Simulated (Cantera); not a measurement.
Charge: 1 mol CH₄, 0.04 mol O₂, 0.52 mol NH₃, at 10.0 mbar.

Cantera equilibrium calculation (NASA polynomials, part measured and part estimated; ideal gas, pure solids and liquids). Candidate condensed phases: C, C₆H₆, C₇H₈, C₈H₁₈, H₂O; 136 gas species. Equilibrium is a limit: real reactors are often held back by kinetics, nucleation or transport.

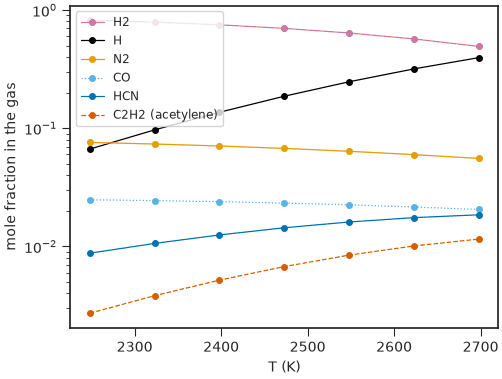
*Equilibrium gas composition (values under 1e-9 drawn at 1e-9)*

From 2248 K to 2698 K the condensed part is C(graphite). The main C-bearing gas is CO at 2248 K and C₂H₂ (acetylene) at 2698 K. The share of C in condensed phases is highest at 2248 K (87.2 %) and lowest at 2698 K (72.2 %).
